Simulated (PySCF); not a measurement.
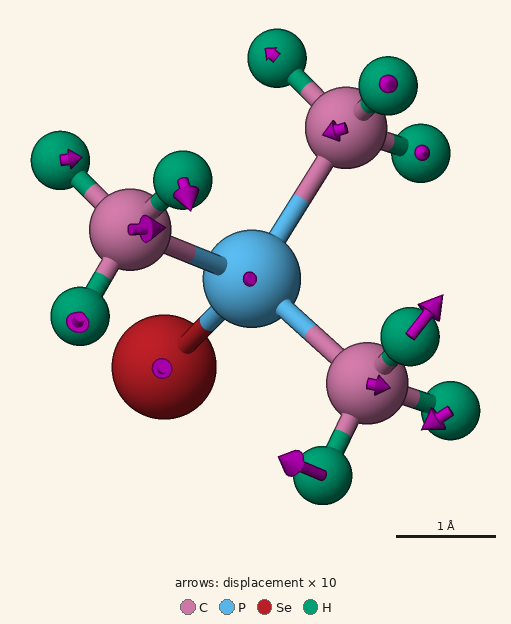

This is a relaxation of C₃H₉PSe. The starting structure is drawn; purple arrows show the displacements, magnified 10 times. The two geometries are superimposed by the best rigid fit.

The picture is a ball-and-stick view, seen at a tilt.

The start comes from GFN2-xTB. Its atoms were then displaced at random by about 0.01 Å.

All numbers below come from PBE0-D3(BJ)/def2-SVP geometry optimisation, gas phase (PySCF). 

Which element moves most?

Hydrogen: up to 0.068 Å, against 0.042 Å for carbon.

What happened in the run?

Over 8 geometry steps the energy falls by 0.114 eV. The largest move after the best rigid fit is that of an H atom, 0.068 Å. By element the largest moves are H 0.068 Å, C 0.042 Å, Se 0.023 Å, P 0.012 Å. Near-neighbour distances that change, for instance: C–H 1.065 → 1.101 Å, C–P 1.857 → 1.823 Å, C–H 1.129 → 1.099 Å, C–P 1.795 → 1.824 Å. Bond angles that change, for instance: P–C–H 111.6° → 108.4°, H–C–H 105.6° → 108.5°, P–C–H 108.9° → 111.8°.
